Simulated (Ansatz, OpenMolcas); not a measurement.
# How basis sets differ on SiCl2 (SMILES Cl[Si]Cl)

The species is SiCl2 (3 atoms), meant as a singlet with charge 0. As SMILES, `Cl[Si]Cl`. The shape is that of a PBE0-D4/def2-TZVP optimisation.

```xyz
3

Cl    0.2938    1.6038    0.3380
Si   -0.7701   -0.0104   -0.4220
Cl    0.4763   -1.5934    0.0840
```

Quantity: the dipole moment, in D. The values are calculated.

```
               level          kind     program  value (D)  CPU time
   HF/ANO-R0 (sfX2C)  Hartree–Fock  OpenMolcas       0.91     1.5 s
HF/ANO-RCC-MB (DKH2)  Hartree–Fock  OpenMolcas       2.24     1.8 s
           HF/STO-3G  Hartree–Fock  OpenMolcas       3.12     1.8 s
            HF/3-21G  Hartree–Fock      Ansatz       2.48       1 s
   HF/ANO-R1 (sfX2C)  Hartree–Fock  OpenMolcas       1.11     4.3 s
          HF/cc-pVDZ  Hartree–Fock      Ansatz       1.31     3.1 s
         HF/def2-SVP  Hartree–Fock      Ansatz       1.19     1.5 s
          HF/cc-pVTZ  Hartree–Fock  OpenMolcas       1.08      16 s
HF/jorge-TZP (sfX2C)  Hartree–Fock      Ansatz       1.15     8.2 s
```

The values span 0.91 to 3.12 D. Magnitudes only. Sets without polarisation functions give poor dipoles. Without the sets that lack polarisation functions the rows with a basis span only 1.08 to 1.31 D. Times are those of the runs behind each value, whatever else they computed, on shared processors of several kinds: orders of magnitude only.

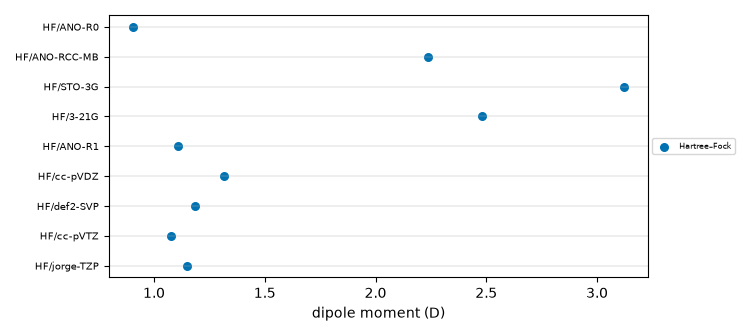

The values of the table, level by level.
